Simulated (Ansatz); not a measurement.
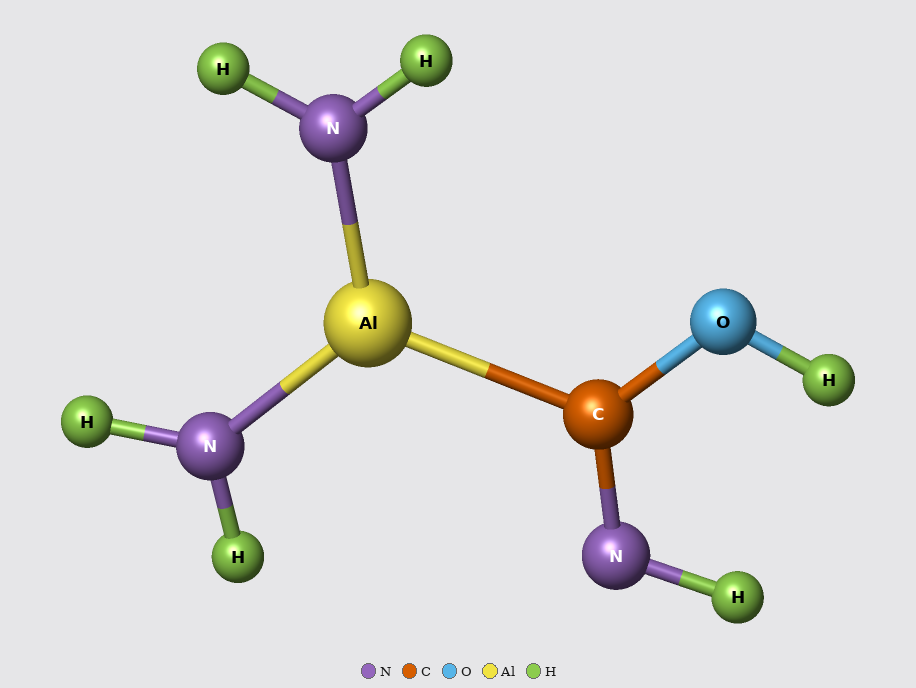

Harmonic vibrations computed with RKS PBE0-D4/def2-TZVP (Ansatz 0.2.0) at a stationary point of the same level.

Minimum or transition state?

Answer. A minimum: no imaginary frequency, and the lowest mode lies at 36 cm⁻¹.

How many vibrational modes are there, and where do they lie?

Answer. 30 modes: 36, 94, 170, 193, 232, 288, 345, 363, 387, 407, 426, 557, 614, 647, 677, 803, 889, 905, 1094, 1150, 1352, 1555, 1567, 1694, 3372, 3616, 3617, 3707, 3714, 3724 cm⁻¹.
